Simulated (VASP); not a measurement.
## Titanium: cell size against the level of theory

Aim: relax Titanium at several levels and hold each cell against experiment. The levels: LDA, PBEsol, PBE, r2SCAN, PBE + D3(BJ), r2SCAN + rVV10, RPBE and vdW-DF-cx. LASPH is on for some levels and off for others; the table marks which. The start is a cell from a database of measured crystal structures.

Main program and level: VASP 6.6.1; LDA; plane waves and PAW (Ti_sv), in the first sound run; inputs show where later runs differ.

**What experiment says.**

“Impact of oxygen ordering on titanium lattice parameters” (2024, arxiv:2402.07147) reports for Ti, hcp alpha, by XRD, Rietveld refinement (recrystallized polycrystalline plate, 600 wppm oxygen, 298 K): lattice constant a (a of hcp cell) 2.9536 ± 0.0001 Å [textured sample, prismatic peak absent, so a is less precise than c]; lattice constant c (c of hcp cell) 4.685 ± 0.0001 Å.

## (1) The starting structure

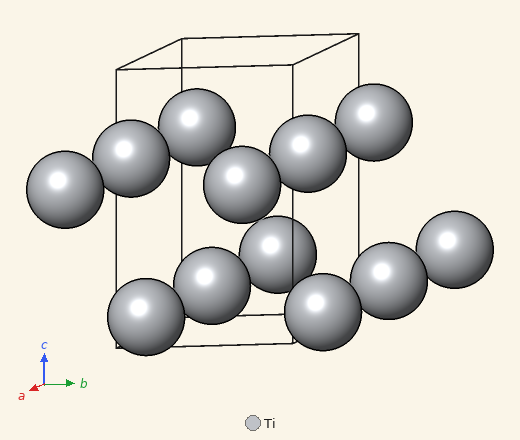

Start, viewed slightly off an axis; titanium light grey. 3×2×1 cells are drawn.

## (2) Relaxation with LDA

The start need not lie at this functional's minimum. ISIF = 3 frees volume, shape and positions, and EDIFFG sets the threshold on forces and stress at which the search stops. LDA, the lowest rung, knows the local density alone.

File INCAR:

```
SYSTEM = Ti
PREC = Accurate
ENCUT = 520
EDIFF = 1E-06
NELM = 100
ISMEAR = -1
SIGMA = 0.05
LREAL = .FALSE.
ALGO = Normal
GGA = CA
NBANDS = 18
LORBIT = 11
LWAVE = .FALSE.
LCHARG = .FALSE.
KPAR = 2
IBRION = 2
NSW = 60
ISIF = 3
EDIFFG = -0.01
```

File POSCAR:

```
Ti
1.0
    2.9500000000      0.0000000000      0.0000000000
   -1.4750000000      2.5547749412      0.0000000000
    0.0000000000      0.0000000000      4.6800000000
Ti
2
Direct
    0.3333333333      0.6666666667      0.2500000000
    0.6666666667      0.3333333333      0.7500000000
```

File KPOINTS:

```
Automatic mesh
0
Gamma
9 9 5
0 0 0
```

PAW data sets: Ti_sv (PBE family, release 64).

The run is started by

```bash
mpirun -np 2 vasp_std
```

The program printed:

```text
[banner, memory and clock lines left out]
running    2 mpi-ranks, on    1 nodes
 distrk:  each k-point on    1 cores,    2 groups
 distr:  one band on    1 cores,    1 groups

 POSCAR found type information on POSCAR Ti
 POSCAR found :  1 types and       2 ions
|                                                                             |
|               ----> ADVICE to this user running VASP <----                  |
|                                                                             |
|     You enforced a specific xc type in the INCAR file but a different       |
|     [... a line on the potential file left out ...]
|     I HOPE YOU KNOW WHAT YOU ARE DOING!                                     |
|                                                                             |

 LDA part: xc-table for (Slater(with rela. corr.)+CA(PZ))
 , standard interpolation
 POSCAR, INCAR and KPOINTS ok, starting setup
 FFT: planning ... GRIDC
 FFT: planning ... GRID_SOFT
 FFT: planning ... GRID
 WAVECAR not read
 entering main loop
       N       E                     dE             d eps       ncg     rms          rms(c)
DAV:   1     0.256772414914E+03    0.25677E+03   -0.13353E+04  1296   0.167E+03
DAV:   2     0.995965211161E+01   -0.24681E+03   -0.24396E+03  1314   0.453E+02
DAV:   3    -0.183351979248E+02   -0.28295E+02   -0.27948E+02  2458   0.127E+02
DAV:   4    -0.194734155481E+02   -0.11382E+01   -0.11376E+01  1476   0.266E+01
DAV:   5    -0.195355073048E+02   -0.62092E-01   -0.62085E-01  2058   0.425E+00    0.124E+01
DAV:   6    -0.170792895523E+02    0.24562E+01   -0.92576E+00  1526   0.311E+01    0.277E+00
DAV:   7    -0.170553899829E+02    0.23900E-01   -0.81555E-01  1924   0.636E+00    0.198E+00
DAV:   8    -0.170734095997E+02   -0.18020E-01   -0.20050E-01  1498   0.562E+00    0.655E-01
DAV:   9    -0.170658271468E+02    0.75825E-02   -0.46307E-02  1544   0.222E+00    0.689E-02
DAV:  10    -0.170661476003E+02   -0.32045E-03   -0.24202E-03  1940   0.320E-01    0.965E-02
DAV:  11    -0.170662227530E+02   -0.75153E-04   -0.23747E-04  1508   0.118E-01    0.334E-02
DAV:  12    -0.170662165549E+02    0.61981E-05   -0.38467E-05  1686   0.515E-02    0.948E-03
DAV:  13    -0.170662162276E+02    0.32727E-06   -0.13151E-06  1016   0.108E-02
   1 F= -.17066216E+02 E0= -.17058193E+02  d E =-.170662E+02
 curvature:   0.00 expect dE= 0.000E+00 dE for cont linesearch  0.000E+00
 trial: gam= 0.00000 g(F)=  0.296E-45 g(S)=  0.345E+00 ort = 0.000E+00 (trialstep = 0.100E+01)
 search vector abs. value=  0.345E+00
 bond charge predicted
       N       E                     dE             d eps       ncg     rms          rms(c)
DAV:   1    -0.255196364512E+02   -0.84534E+01   -0.21202E+02  1704   0.169E+02    0.254E+01
DAV:   2    -0.172844112832E+02    0.82352E+01   -0.30276E+01  1520   0.648E+01    0.823E+00
DAV:   3    -0.167551601305E+02    0.52925E+00   -0.82293E+00  1790   0.194E+01    0.346E+00
DAV:   4    -0.169340567976E+02   -0.17890E+00   -0.13923E+00  1576   0.963E+00    0.552E-01
DAV:   5    -0.170053960255E+02   -0.71339E-01   -0.17525E-01  1780   0.306E+00    0.966E-01
DAV:   6    -0.170962099014E+02   -0.90814E-01   -0.18374E-01  1746   0.230E+00    0.303E-01
DAV:   7    -0.171001049491E+02   -0.38950E-02   -0.11248E-02  1642   0.734E-01    0.242E-01
DAV:   8    -0.171047843926E+02   -0.46794E-02   -0.12685E-02  1690   0.700E-01    0.853E-02
DAV:   9    -0.171048265358E+02   -0.42143E-04   -0.89415E-04  1890   0.182E-01    0.238E-02
DAV:  10    -0.171048237268E+02    0.28090E-05   -0.35065E-05  1600   0.479E-02    0.778E-03
DAV:  11    -0.171048290401E+02   -0.53134E-05   -0.20382E-05  1706   0.246E-02    0.108E-02
DAV:  12    -0.171048282727E+02    0.76738E-06   -0.34239E-06  1400   0.146E-02
   2 F= -.17104828E+02 E0= -.17096883E+02  d E =-.386120E-01
[... from here on, the cycles between the ionic steps are left out ...]
   3 F= -.17169511E+02 E0= -.17162130E+02  d E =-.103294E+00
   4 F= -.17169501E+02 E0= -.17162117E+02  d E =-.103285E+00
   5 F= -.17169554E+02 E0= -.17162208E+02  d E =-.527272E-04
   6 F= -.17169554E+02 E0= -.17162207E+02  d E =-.529959E-04
   7 F= -.17169553E+02 E0= -.17162200E+02  d E =-.516029E-04
   8 F= -.17169537E+02 E0= -.17162169E+02  d E =-.363222E-04
   9 F= -.17169550E+02 E0= -.17162194E+02  d E =-.492420E-04
  10 F= -.17169552E+02 E0= -.17162199E+02  d E =-.509257E-04
 curvature:  -0.07 expect dE=-0.228E-05 dE for cont linesearch -0.479E-06
 ZBRENT: interpolating
 opt :   0.7224  next Energy=   -17.169552 (dE=-0.513E-04)
 bond charge predicted
       N       E                     dE             d eps       ncg     rms          rms(c)
DAV:   1    -0.171695535478E+02   -0.10852E-05   -0.34600E-05  1540   0.832E-02    0.822E-03
DAV:   2    -0.171695525150E+02    0.10328E-05   -0.42631E-06  1328   0.249E-02    0.269E-03
DAV:   3    -0.171695524974E+02    0.17611E-07   -0.11039E-06   814   0.826E-03
  11 F= -.17169552E+02 E0= -.17162200E+02  d E =-.515955E-04
 curvature:  -0.06 expect dE=-0.150E-05 dE for cont linesearch -0.318E-06
 trial: gam= 0.00105 g(F)=  0.429E-47 g(S)=  0.262E-04 ort = 0.260E-04 (trialstep = 0.878E+00)
 search vector abs. value=  0.262E-04
 reached required accuracy - stopping structural energy minimisation
```

It took 23 s on 2 MPI ranks of Intel Xeon 6975P-C (Granite Rapids), shared host; peak memory 0.29 GiB.

Lines that name or quote the potential files are left out of all logs, and their timing lines are given in words.

From OUTCAR (step 2):

```text
ion  position               nearest neighbor table
   1  0.333  0.667  0.250-   2 2.89   2 2.89   2 2.89   2 2.89   2 2.89   2 2.89
   2  0.667  0.333  0.750-   1 2.89   1 2.89   1 2.89   1 2.89   1 2.89   1 2.89

  LATTYP: Found a hexagonal cell.
 ALAT       =     2.9500000000
 C/A-ratio  =     1.5864406780

 Subroutine GETGRP returns: Found 24 space group operations
 (whereof 12 operations were pure point group operations)

The static configuration has the point symmetry D_3d.
 The point group associated with its full space group is D_6h.

 Found     36 irreducible k-points:

   k-points           NKPTS =     36   k-points in BZ     NKDIM =     36   number of bands    NBANDS=     18

   dimension x,y,z NGX =    24 NGY =   24 NGZ =   36
   dimension x,y,z NGXF=    48 NGYF=   48 NGZF=   72

   ENCUT  =  520.0 eV  38.22 Ry    6.18 a.u.   5.49  5.49  8.70*2*pi/ulx,y,z

   NELECT =      24.0000    total number of electrons

 k-points in reciprocal lattice and weights: Automatic mesh
   0.00000000  0.00000000  0.00000000       0.002
   0.11111111  0.00000000  0.00000000       0.015
   0.22222222  0.00000000  0.00000000       0.015
   0.33333333  0.00000000  0.00000000       0.015
   0.44444444  0.00000000  0.00000000       0.015
   0.11111111  0.11111111  0.00000000       0.015
   0.22222222  0.11111111  0.00000000       0.030
   0.33333333  0.11111111  0.00000000       0.030
   0.44444444  0.11111111  0.00000000       0.015
[...]
0.33333333  0.22222222  0.40000000       0.059
   0.33333333  0.33333333  0.40000000       0.010

 average (electrostatic) potential at core
       1 -71.0906       2 -71.0906

 E-fermi :   8.8599

 k-point     1 :       0.0000    0.0000    0.0000
  band No.  band energies     occupation
    ...
      6     -23.3374      2.00000
      7     -23.3006      2.00000
      8     -23.3006      2.00000
      9       2.5823      2.00000
     10       5.9851      2.00000
     11       9.6301      0.00000
     12       9.6301      0.00000
     13       9.7608      0.00000
     14       9.9596      0.00000
     15      10.1850      0.00000
    ...

 k-point     2 :       0.1111    0.0000    0.0000
  band No.  band energies     occupation
    ...
      6     -23.3758      2.00000
      7     -23.3524      2.00000
      8     -23.3099      2.00000
      9       2.9519      2.00000
     10       6.2723      2.00000
     11       9.1111      0.01308
     12       9.2267      0.00130
     13       9.8998      0.00000
     14       9.9741      0.00000
     15      10.1760      0.00000
    ...

 k-point     3 :       0.2222    0.0000    0.0000
  band No.  band energies     occupation
    ...
      8     -23.3362      2.00000
      9       3.9603      2.00000
     10       6.8673      2.00000
     11       8.1308      2.00000
     12       8.4703      1.99917
     13       9.6287      0.00000
     14       9.9388      0.00000
     15      10.0624      0.00000
     16      10.6477      0.00000
     17      10.7806      0.00000
    ...

  Total       -0.0195076     -0.0195076      0.0179819     -0.0000000     -0.0000000      0.0000000
  in kB       -0.9714756     -0.9714756      0.8954967     -0.0000000     -0.0000000      0.0000000
  external PRESSURE =      -0.3491515 kB  Pullay stress =       0.0000000 kB

  energy-cutoff  :      520.00
  volume of cell :       32.17
      direct lattice vectors                 reciprocal lattice vectors
     2.861685129 -0.000000000  0.000000000     0.349444455  0.201751850  0.000000000
    -1.430842564  2.478292019 -0.000000000     0.000000000  0.403503700  0.000000000
     0.000000000 -0.000000000  4.536365875     0.000000000  0.000000000  0.220440773

 POSITION                                       TOTAL-FORCE (eV/Angst)
 -----------------------------------------------------------------------------------
     -0.00000      1.65219      1.13409         0.000000     -0.000000      0.000000
      1.43084      0.82610      3.40227        -0.000000      0.000000      0.000000
 -----------------------------------------------------------------------------------
    total drift:                               -0.000000      0.000000     -0.000000

  FREE ENERGIE OF THE ION-ELECTRON SYSTEM (eV)
  ---------------------------------------------------
  free  energy   TOTEN  =       -17.1695524974 eV

  energy  without entropy=      -17.1548473911  energy(sigma->0) =      -17.16219994

 reached required accuracy - stopping structural energy minimisation

 total charge
# of ion       s       p       d       tot
------------------------------------------
    1        2.269   6.133   1.976  10.378
    2        2.269   6.133   1.976  10.378
--------------------------------------------------
tot          4.538  12.265   3.952  20.756

[... 3 further parts left out ...]
```

The k-mesh is coarse for a metal. The PAW data sets were made with PBE, though LDA sets exist; this is a small mismatch. After so large a change of volume the plane waves of the start cell no longer fit, so the final stress carries a basis-set error. The run keeps the 24 symmetry operations of its start, so it cannot find a distortion of lower symmetry.

The steps of the relaxation:

```tsv
step	energy less that of the first step (eV)	largest force (eV/Å)	pressure (GPa)	volume (Å³)
1	0.0000	0.0000	-9.92	35.27
2	-0.0386	0.0000	9.98	29.99
3	-0.1033	0.0000	-0.08	32.19
4	-0.1033	0.0000	0.13	32.13
5	-0.1033	0.0000	-0.08	32.18
6	-0.1033	0.0000	-0.11	32.18
7	-0.1033	0.0000	-0.14	32.17
8	-0.1033	0.0000	0.03	32.15
9	-0.1033	0.0000	-0.01	32.17
10	-0.1033	0.0000	-0.04	32.17
11	-0.1033	0.0000	-0.03	32.17
```

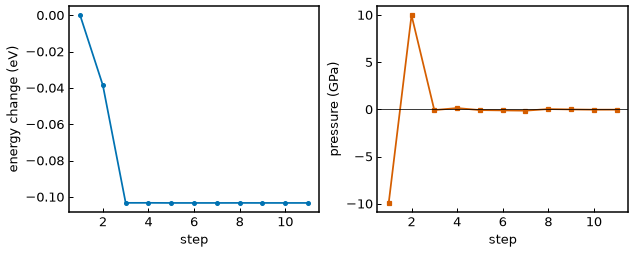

Energy and pressure along the relaxation.

```tsv
conventional cell, symmetrised	before	after	change
a (Å)	2.950	2.862	-3.0 %
b (Å)	2.950	2.862	-3.0 %
c (Å)	4.680	4.536	-3.1 %
volume (Å³/atom)	17.64	16.09	-8.8 %
```

The relaxed structure:

```xyz
2
Lattice="2.8617 0.0000 0.0000 -1.4308 2.4783 0.0000 0.0000 0.0000 4.5364" Properties=species:S:1:pos:R:3 pbc="T T T"
Ti    0.0000    1.6522    1.1341
Ti    1.4308    0.8261    3.4023
```

Numbers from this step:

- electrons: 24
- bands: 18
- irreducible k-points: 36
- symmetry operations: 24
- free energy (TOTEN): -17.17 eV
- energy at zero smearing: -17.16 eV
- Fermi energy: 8.860 eV
- pressure: -0.03492 GPa
- metallic: yes
- SCF cycles over all ionic steps: 74

It ends with forces that vanish by symmetry and a pressure of -0.03 GPa. The volume lies -8.8 % from that of the database's start, which holds the thermal and zero-point expansion of its experiment. LDA is known to overbind. The conventional cell has a = 2.862 and c = 4.536 Å.

(Part 1 of 3 ends here.)

[Lines on the potential files, build, host, timing and source positions are cut from VASP's logs without a mark.]

[Logs are printed without paths, hosts, clocks, repeated set-up lines and the standing remarks that a program may print on its own settings, such as how far it seeks lower states.]

[Hosts, paths, dates, database ids (printed as entryN), source tags and the programs' standing remarks are cut or masked in the printed files.]

[A measured line is paired with the nearest computed mode of its activity, which favours agreement.]
